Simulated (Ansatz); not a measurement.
# (CaO)2(CdO)1 [001] superlattice, started as rocksalt type: the cell at rest

Aim: bring (CaO)2(CdO)1 [001] superlattice, started as rocksalt type to small forces and stress, as phonons need.

Program: Ansatz 0.2.0. Level of theory: DFT PBEsol, scalar-relativistic, plane waves, PAW. Results are calculated unless marked as measured.

The structure was built from a prototype and need not be the compound's stable phase.

### 1. The structure

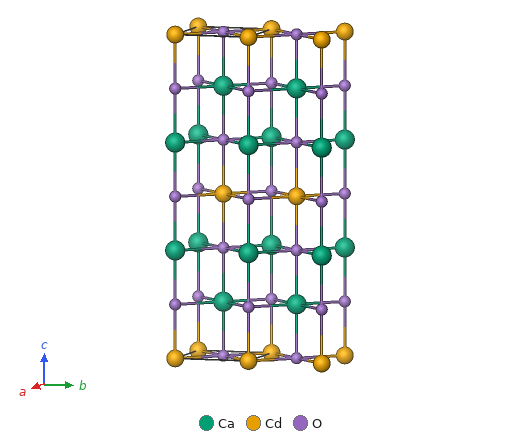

Start, viewed slightly off an axis; calcium teal, cadmium orange, oxygen purple. 1×2×1 cells are drawn. This picture shows the conventional cell, with its axes. Some periodic images of atoms are drawn too.

### 2. Probe on a coarse mesh

First a cheap look: the gap decides the mesh and the occupations, the pressure tells how far the cell has to move.

input.yaml

```yaml
crystal:
  lattice:
    - [2.385, 2.385, 0.0]
    - [-2.385, 2.385, 0.0]
    - [2.385, 0.0, 7.155]
  atoms:
    - { symbol: Ca, position: [0.0, 0.0, 0.0] }
    - { symbol: Ca, position: [0.333333, 0.666667, 0.333333] }
    - { symbol: Cd, position: [0.666667, 0.333333, 0.666667] }
    - { symbol: O, position: [0.5, 0.5, 0.0] }
    - { symbol: O, position: [0.833333, 0.166667, 0.333333] }
    - { symbol: O, position: [0.166667, 0.833333, 0.666667] }
kpoints:
  mp_grid: { grid: [6, 6, 6] }
hamiltonian:
  xc: pbesol
scf:
  occupations: { method: gaussian, width: 0.1 }
output:
  forces: true
  stress: true
  eigenvalues: true
```

Started as:

```console
ansatz run input.yaml --threads 8 --pin off --max-ram 14336MiB --backend cpu --events-out ev --progress --plain --runs-dir out
```

Numbers of over 12 decimals in the logs are rounded to 6 here.

Output:

```text
[...]
k-point 0: bands = [... 25 lower, 8.5927, 8.7076, 8.7943, 8.7943, 10.8990, 12.9903, 14.3182, 15.6673, ... 1 higher]
  k-point 1: bands = [... 25 lower, 8.5874, 8.5874, 8.7945, 8.7945, 11.1656, 12.9929, 14.3176, 15.1768, ... 1 higher]
  k-point 2: bands = [... 25 lower, 8.5766, 8.5766, 8.7942, 8.7942, 11.6179, 12.9980, 14.3164, 14.6719, ... 1 higher]
  k-point 29: bands = [... 25 lower, 7.7942, 8.1933, 8.3101, 8.3415, 13.6737, 13.7791, 13.8589, 16.2664, ... 1 higher]
[key lines of the parts left out:]
SCF converged after 7 iterations
Free energy (F): -13460.754275 eV
Fermi energy:    10.181111 eV
P = ⅓ Tr σ = -2.4927 GPa (-24.927 kbar)
```

Run time: 0.62 s. Hardware: 8 threads of Intel Xeon 6975P-C (Granite Rapids), shared host; peak memory 0.51 GiB.

A gap read on the k-mesh alone can miss the band edges.

Numbers from this step:

* pressure: -2.493 GPa
* gap on the k-mesh: 1.453 eV
* volume per atom: 13.57 Å³
* direct gap on mesh: 2.105 eV

The coarse mesh shows a gap of 1.45 eV and a pressure of -2.5 GPa.

### 3. Bringing the structure to rest

Harmonic phonons are second derivatives at a point where the forces vanish, and they are wanted at zero stress, so atoms and cell are relaxed first.

input.yaml, the sections that differ from step 2:

```yaml
kpoints:
  mp_grid: { grid: [8, 8, 8] }
scf:
  occupations: { method: gaussian, width: 0.02 }
output:
  forces: true
  stress: true
  eigenvalues: true
  write_density: true
  write_potential: true
  elf: true
  volumetric_format: npy
relax:
  adjacent_minimum: "off"
  f_tol: 0.005
  max_steps: 80
  cell: { stress_tol: 0.05 }
# crystal, hamiltonian: as in step 2
```

Output:

```text
[...]
Crystal: 6 atoms, lattice volume = 81.398 Å³
Basis set: ecut = 420 eV, 1611 PW (Γ), exchange–correlation on 48×48×108 points (8 copies of the dense FFT grid, shifted against one another)
Bands: 35, of which v1, the nominal top of the filled ones, is band 29 counted from 1 (28 counted from 0)
Symmetry: 16 space group operations
[...]
k-points: 59 of 512
[...]
SCF iter   1: F=—  HF=-13460.796249 eV  |F-HF|=—  |Δ(HF+E_count)|=         —  Δρ=1.49e-2  dr2=1.61e-1  ethr=1.77e-3  ⟨swp⟩=9.2  Hψ=9741  notcnv=0
[...]
SCF iter   7: F=-13460.754824 eV  HF=-13460.754824 eV  |F-HF|=1.15e-8  |Δ(HF+E_count)|=   8.63e-9  Δρ=5.18e-6  dr2=2.05e-8  ethr=1.72e-10  ⟨swp⟩=12.4  Hψ=13207  notcnv=0
SCF 1 converged in 7 iterations: F = -13460.754824 eV  dr2 = 2.05e-8
[...]
relax step   1: F+E_penalty+E_count = -13460.75482421 eV  Δ(F+E_penalty+E_count) = +0.000e0 eV  max|allowed force component| = 5.581e-1 eV/Å  Δτ_max = 0.0000 Å  P = -2.493 GPa  Ω = 81.398 Å³  (7 SCF iters, dr2 threshold 1.00e-7 eV, accepted)
Crystal: 6 atoms, lattice volume = 79.326 Å³
Basis set: ecut = 420 eV, 1555 PW (Γ), exchange–correlation on 48×48×108 points (8 copies of the dense FFT grid, shifted against one another)
[...]
iter 1 solved again at ethr=2.40e-4 eV; its pass at ethr=3.10e-3 eV (dr2=1.39e-1 eV) is discarded
[...]
SCF iter   6: F=-13460.766850 eV  HF=-13460.766850 eV  |F-HF|=2.45e-9  |Δ(HF+E_count)|=   5.00e-8  Δρ=1.47e-5  dr2=1.58e-7  ethr=1.03e-9  ⟨swp⟩=10.2  Hψ=14376  notcnv=0
SCF 2 converged in 6 iterations: F = -13460.766850 eV  dr2 = 1.58e-7
relax step   2: F+E_penalty+E_count = -13460.76685019 eV  Δ(F+E_penalty+E_count) = -1.203e-2 eV  max|allowed force component| = 5.642e-1 eV/Å  Δτ_max = 0.0714 Å  P = +0.775 GPa  Ω = 79.326 Å³  energy of the carried Pulay correction = +6.212e-3 eV  (6 SCF iters, dr2 threshold 6.00e-7 eV, accepted)
Crystal: 6 atoms, lattice volume = 79.880 Å³
[...]
SCF iter   6: F=-13460.798359 eV  HF=-13460.798359 eV  |F-HF|=8.89e-9  |Δ(HF+E_count)|=   1.33e-7  Δρ=7.00e-6  dr2=2.94e-8  ethr=1.03e-9  ⟨swp⟩=9.9  Hψ=13632  notcnv=0
SCF 3 converged in 6 iterations: F = -13460.798359 eV  dr2 = 2.94e-8
relax step   3: F+E_penalty+E_count = -13460.79835908 eV  Δ(F+E_penalty+E_count) = -3.151e-2 eV  max|allowed force component| = 4.968e-2 eV/Å  Δτ_max = 0.0356 Å  P = -0.200 GPa  Ω = 79.880 Å³  energy of the carried Pulay correction = +4.535e-3 eV  (6 SCF iters, dr2 threshold 6.00e-7 eV, accepted)
[...]
relax step   4: F+E_penalty+E_count = -13460.79922179 eV  Δ(F+E_penalty+E_count) = -8.627e-4 eV  max|allowed force component| = 3.011e-2 eV/Å  Δτ_max = 0.0027 Å  P = -0.033 GPa  Ω = 79.783 Å³  energy of the carried Pulay correction = +4.830e-3 eV  (6 SCF iters, dr2 threshold 6.00e-7 eV, accepted)
[...]
relax step   5: F+E_penalty+E_count = -13460.79969307 eV  Δ(F+E_penalty+E_count) = -4.713e-4 eV  max|allowed force component| = 6.549e-3 eV/Å  Δτ_max = 0.0054 Å  P = +0.025 GPa  Ω = 79.766 Å³  energy of the carried Pulay correction = +4.878e-3 eV  (6 SCF iters, dr2 threshold 2.57e-7 eV, accepted)
[...]
relax step   6: F+E_penalty+E_count = -13460.79965020 eV  Δ(F+E_penalty+E_count) = +4.287e-5 eV  max|allowed force component| = 6.175e-4 eV/Å  Δτ_max = 0.0007 Å  P = -0.003 GPa  Ω = 79.782 Å³  energy of the carried Pulay correction = +4.830e-3 eV  (6 SCF iters, accepted)
[...]
relax step   7: F+E_penalty+E_count = -13460.79542283 eV  Δ(F+E_penalty+E_count) = +4.227e-3 eV  max|allowed force component| = 5.100e-4 eV/Å  Δτ_max = 0.0000 Å  P = -0.096 GPa  Ω = 79.782 Å³  stress off target by 1.29e-1 GPa  SCF on the basis re-selected at this cell (its energy is not comparable with the rows above)  (6 SCF iters)
[...]
relax step   8: F+E_penalty+E_count = -13460.79561800 eV  Δ(F+E_penalty+E_count) = -1.952e-4 eV  max|allowed force component| = 1.319e-3 eV/Å  Δτ_max = 0.0000 Å  P = -0.003 GPa  Ω = 79.724 Å³  energy of the carried Pulay correction = +1.747e-4 eV  (6 SCF iters, accepted)
[...]
SCF iter   1: F=—  HF=-13460.795542 eV  |F-HF|=—  |Δ(HF+E_count)|=         —  Δρ=6.09e-6  dr2=6.35e-9  ethr=4.11e-7  ⟨swp⟩=2.9  Hψ=14549  notcnv=0
eigensolver tolerance schedule: the retry pair's looser diagonalisation over-reported the residual by 37508.84 of it (diagonalisation noise at an unbounded share of the residual, at the tolerance the schedule requests for it); recorded, not acted on — ethr = c·dr2/N_el stays at c = 1.0e-1
[...]
SCF iter   2: F=—  HF=-13460.795461 eV  |F-HF|=—  |Δ(HF+E_count)|=   8.12e-5  Δρ=3.01e-6  dr2=1.42e-9  ethr=1.09e-11  ⟨swp⟩=3.2  Hψ=5015  notcnv=0
[...]
SCF iter   8: F=-13460.795461 eV  HF=-13460.795461 eV  |F-HF|=0.00e0  |Δ(HF+E_count)|=    0.00e0  Δρ=1.40e-9  dr2=5.93e-16  ethr=1.00e-12  ⟨swp⟩=2.0  Hψ=5721  notcnv=0
SCF 9 converged in 8 iterations: F = -13460.795461 eV  dr2 = 5.93e-16
relax step   9: F+E_penalty+E_count = -13460.79546096 eV  Δ(F+E_penalty+E_count) = +1.570e-4 eV  max|allowed force component| = 1.316e-3 eV/Å  Δτ_max = 0.0000 Å  P = -0.005 GPa  Ω = 79.724 Å³  stress off target by 1.17e-2 GPa  SCF on the basis re-selected at this cell (its energy is not comparable with the rows above)  (8 SCF iters)
[...]
SCF converged after 8 iterations
Free energy (F): -13460.795461 eV
[...]
Internal energy: -13460.795461 eV  (E = F + TS)
E sigma→0 (E₀):  -13460.795461 eV
Fermi energy:    10.399305 eV
[...]
--- Forces (eV/Å), atoms counted from 1 ---
  atom   1  Ca    -0.00000000    -0.00000000     0.00131588
  atom   2  Ca     0.00000000     0.00000000    -0.00131588
  atom   3  Cd    -0.00000000    -0.00000000     0.00000000
  atom   4  O     -0.00000000    -0.00000000     0.00055238
  atom   5  O      0.00000000     0.00000000    -0.00055238
  atom   6  O     -0.00000000    -0.00000000     0.00000000
  max |Σ_I F_I| component: 2.17e-19 eV/Å
--- Stress (GPa, compression-positive) ---
       -0.001757      -0.000000       0.000000
       -0.000000      -0.001757      -0.000000
        0.000000      -0.000000      -0.011688
  P = ⅓ Tr σ = -0.0051 GPa (-0.051 kbar)
--- Band table (eV; the first three rows and the last of 59) ---
  k-point 0: bands = [... 25 lower, 8.9164, 8.9434, 9.1335, 9.1335, 11.2147, 13.3999, 14.6179, 16.2247, ... 2 higher]
  k-point 1: bands = [... 25 lower, 8.9095, 8.9095, 9.1377, 9.1377, 11.3809, 13.4016, 14.6175, 15.7732, ... 2 higher]
  k-point 2: bands = [... 25 lower, 8.8941, 8.8941, 9.1467, 9.1467, 11.7275, 13.4059, 14.6166, 15.3463, ... 2 higher]
  k-point 58: bands = [... 25 lower, 8.0883, 8.4097, 8.6934, 8.6934, 14.1619, 14.2142, 14.2142, 16.5640, ... 2 higher]
--- Relaxed structure (7 steps of the walk, 7 accepted, 2 SCFs on fresh bases) ---
  F+E_penalty+E_count = -13460.79546096 eV   max|allowed force component| = 1.316e-3 eV/Å   (the final SCF, on the basis selected at the relaxed cell)
  cell:  # Å, volume = 79.7243 Å³
    - [2.374429, 2.374429, 0]
    - [-2.374429, 2.374429, 0]
    - [2.374429, 0, 7.070372]
  atoms:
    - { symbol: Ca, position: [0.00283077, -0.00283077, -0.00566154] }
    - { symbol: Ca, position: [0.330503, 0.669497, 0.338995] }
    - { symbol: Cd, position: [0.666667, 0.333333, 0.666667] }
    - { symbol: O, position: [0.499269, 0.500731, 0.00146209] }
    - { symbol: O, position: [0.834064, 0.165936, 0.331871] }
    - { symbol: O, position: [0.166667, 0.833333, 0.666667] }
```

Wall time 8.6 s (8 threads); peak memory 0.59 GiB; 54 s of CPU time.

The steps of the relaxation:

| step | energy less that of the first step (eV) | largest force component (eV/Å) | pressure (GPa) | volume (Å³) |
| --- | --- | --- | --- | --- |
| 1 | 0.0000 | 0.5581 | -2.49 | 81.40 |
| 2 | -0.0120 | 0.5642 | 0.78 | 79.33 |
| 3 | -0.0435 | 0.0497 | -0.20 | 79.88 |
| 4 | -0.0444 | 0.0301 | -0.03 | 79.78 |
| 5 | -0.0449 | 0.0065 | 0.03 | 79.77 |
| 6 | -0.0448 | 0.0006 | 0.00 | 79.78 |
| 7* | -0.0406 | 0.0005 | -0.10 | 79.78 |
| 8 | -0.0408 | 0.0013 | 0.00 | 79.72 |
| 9* | -0.0406 | 0.0013 | -0.01 | 79.72 |

Relaxation steps marked * repeat the geometry before them on a plane-wave basis chosen anew for their cell, so energy and pressure can jump there.

The run keeps the 16 symmetry operations that it works with, so distortions that break them were not tested.

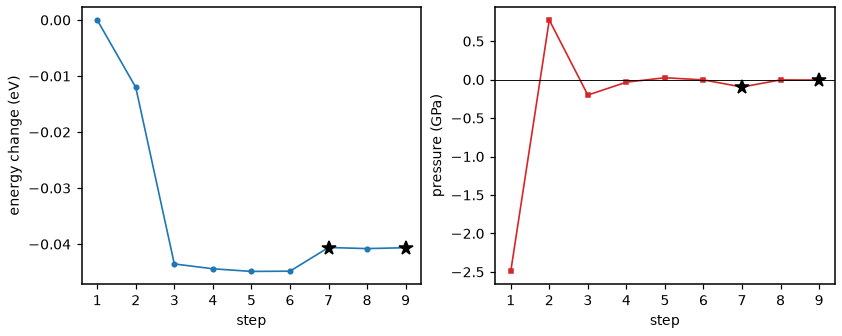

Energy and pressure along the relaxation. Stars mark steps on a basis chosen anew.

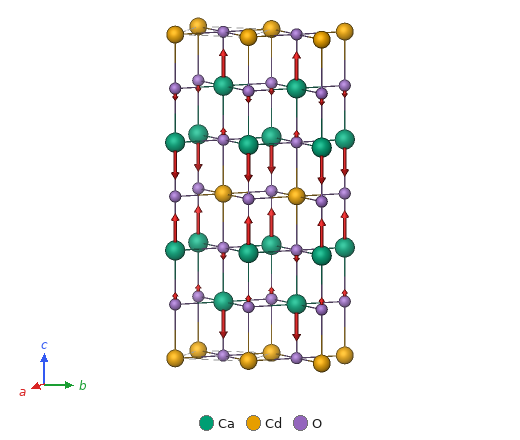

Displacements in the relaxation, exaggerated, measured against the changing cell; the longest in the cell stands for 0.04 Å. 1×2×1 conventional cells are drawn. Some periodic images of atoms are drawn too.

| conventional cell, symmetrised | before | after | change |
| --- | --- | --- | --- |
| a (Å) | 3.373 | 3.358 | -0.4 % |
| b (Å) | 3.373 | 3.358 | -0.4 % |
| c (Å) | 14.310 | 14.141 | -1.2 % |
| volume (Å³/atom) | 13.57 | 13.29 | -2.1 % |

The atoms that moved most (Å, as changes of fractional coordinates times the final cell):

| atom | dx | dy | dz | length |
| --- | --- | --- | --- | --- |
| Ca2 | 0.000 | 0.000 | 0.040 | 0.040 |
| Ca1 | 0.000 | 0.000 | -0.040 | 0.040 |
| O4 | 0.000 | 0.000 | 0.010 | 0.010 |
| O5 | 0.000 | 0.000 | -0.010 | 0.010 |

The relaxed structure:

```cif
data_structure
_symmetry_space_group_name_H-M 'P 1'
_symmetry_Int_Tables_number 1
_cell_length_a 3.3579
_cell_length_b 3.3579
_cell_length_c 7.4584
_cell_angle_alpha 103.009
_cell_angle_beta 76.991
_cell_angle_gamma 90.000
_cell_volume 79.72
loop_
_atom_site_label
_atom_site_type_symbol
_atom_site_fract_x
_atom_site_fract_y
_atom_site_fract_z
_atom_site_occupancy
Ca1 Ca 0.00283 0.99717 0.99434 1
Ca2 Ca 0.33050 0.66950 0.33899 1
Cd3 Cd 0.66667 0.33333 0.66667 1
O4 O 0.49927 0.50073 0.00146 1
O5 O 0.83406 0.16594 0.33187 1
O6 O 0.16667 0.83333 0.66667 1
```

Numbers from this step:

* pressure: -0.005068 GPa
* gap on the k-mesh: 1.632 eV
* volume per atom: 13.29 Å³
* direct gap on mesh: 2.081 eV

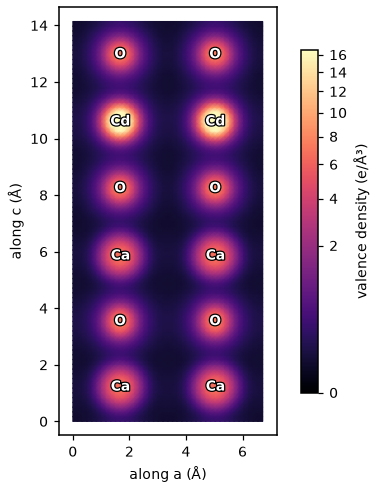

Valence density in the ac plane of the conventional cell at fractional y = 0.000, with atoms of Ca and Cd and O within 0.2 Å of it. It is the smooth field of the valence electrons, not physical close to the nuclei. The map starts off the cell's origin, so that atoms lie inside it. The colour scale is stretched toward low values.

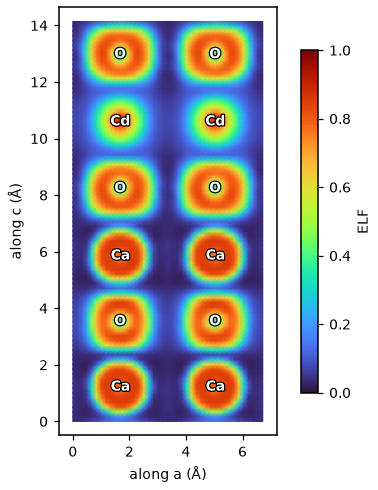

ELF in the ac plane of the conventional cell at fractional y = 0.000, with atoms of Ca and Cd and O within 0.2 Å of it. It is the smooth field of the valence electrons, not physical close to the nuclei. The map starts off the cell's origin, so that atoms lie inside it.

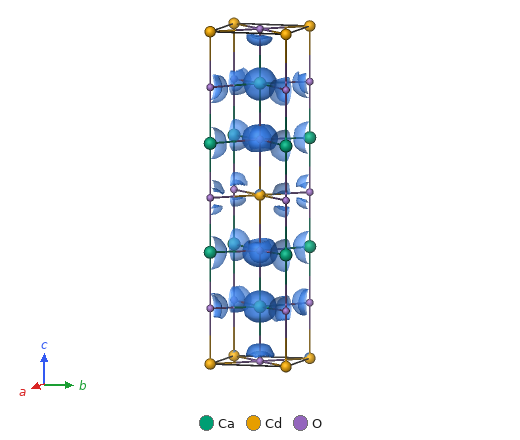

Surface of ELF = 0.8.

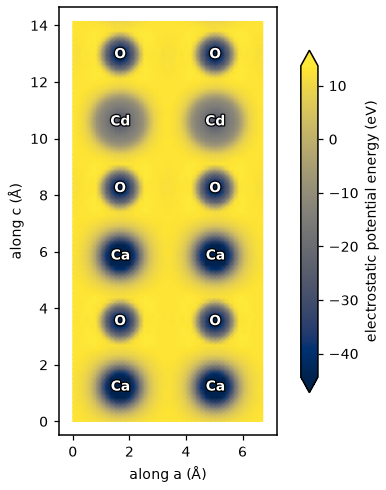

Electrostatic potential energy in the ac plane of the conventional cell at fractional y = 0.000, with atoms of Ca and Cd and O within 0.2 Å of it. With pseudopotentials it is smooth inside the atoms' cores, unlike the true potential. The map starts off the cell's origin, so that atoms lie inside it.

In this step the volume went from 13.57 to 13.29 Å³/atom.

### 4. Tight relaxation

Phonons need a cell at rest on their own settings, so the relaxation is repeated with tight tolerances on forces and stress on the k mesh and occupations of the first response run.

input.yaml

```yaml
crystal:
  lattice:
    - [2.3744290399, 2.3744290399, 0.0]
    - [-2.3744290399, 2.3744290399, 0.0]
    - [2.3744290399, 0.0, 7.0703720654]
  atoms:
    - { symbol: Ca, position: [0.0028307678, -0.0028307678, -0.0056615356] }
    - { symbol: Ca, position: [0.3305025655, 0.6694974345, 0.3389948689] }
    - { symbol: Cd, position: [0.6666666667, 0.3333333333, 0.6666666667] }
    - { symbol: O, position: [0.4992689527, 0.5007310473, 0.0014620946] }
    - { symbol: O, position: [0.8340643806, 0.1659356194, 0.3318712388] }
    - { symbol: O, position: [0.1666666667, 0.8333333333, 0.6666666667] }
kpoints:
  mp_grid: { grid: [8, 8, 8] }
hamiltonian:
  xc: pbesol
scf:
  occupations: { method: fixed }
output:
  forces: true
  stress: true
  eigenvalues: true
relax:
  adjacent_minimum: "off"
  f_tol: 0.001
  max_steps: 60
  cell: { stress_tol: 0.01 }
```

Output:

```text
[...]
Crystal: 6 atoms, lattice volume = 79.724 Å³
Basis set: ecut = 420 eV, 1555 PW (Γ), exchange–correlation on 48×48×100 points (8 copies of the dense FFT grid, shifted against one another)
Bands: 35, of which v1, the nominal top of the filled ones, is band 29 counted from 1 (28 counted from 0)
Symmetry: 16 space group operations
[...]
k-points: 59 of 512
[...]
- [2.374407, 2.374407, 0.0]
    - [-2.374407, 2.374407, 0.0]
    - [2.374407, 0.0, 7.070129]
  atoms:
    - { symbol: Ca, position: [0.00282212, -0.00282212, -0.00564424] }
    - { symbol: Ca, position: [0.330511, 0.669489, 0.338978] }
    - { symbol: Cd, position: [0.666667, 0.333333, 0.666667] }
    - { symbol: O, position: [0.499267, 0.500733, 0.00146695] }
    - { symbol: O, position: [0.834067, 0.165933, 0.331866] }
    - { symbol: O, position: [0.166667, 0.833333, 0.666667] }
[key lines of the parts left out:]
SCF converged after 7 iterations
Free energy (F): -13460.795474 eV
Fermi energy:    9.584337 eV
P = ⅓ Tr σ = 0.0010 GPa (0.010 kbar)
```

Wall time 3 s (8 threads); peak memory 0.58 GiB.

Little changed from the start: no atom moved by 0.005 Å and no cell edge by 0.1 %.

Numbers from this step:

```yaml
pressure: 9.95e-4 GPa
direct_gap_on_mesh: 2.082 eV
```

The largest force component left is 0.73 meV/Å and the pressure is 0.001 GPa, within the tolerances set. The cell now holds 13.29 Å³/atom.

### 5. Outcome

```yaml
space_group_after_relaxation_within_0p01_a: I4/mmm
lattice_constant_a: 3.358 Å
lattice_constant_b: 3.358 Å
lattice_constant_c: 14.140 Å
volume_per_atom: 13.3 Å³
gap_on_the_k_mesh: 1.63 eV
```

In words: The largest force component left is 0.73 meV/Å and the pressure is 0.001 GPa, within the tolerances set. The cell now holds 13.29 Å³/atom. The relaxation keeps the symmetry of its start, so it says nothing on stability against lower symmetry. The starting cell was built on a prototype and not taken from a measurement, so the phase need not exist.

[Logs are printed without paths, hosts, clocks, repeated set-up lines and the standing remarks that a program may print on its own settings, such as how far it seeks lower states.]

[Hosts, paths, dates, database ids (printed as entryN), source tags and the programs' standing remarks are cut or masked in the printed files.]
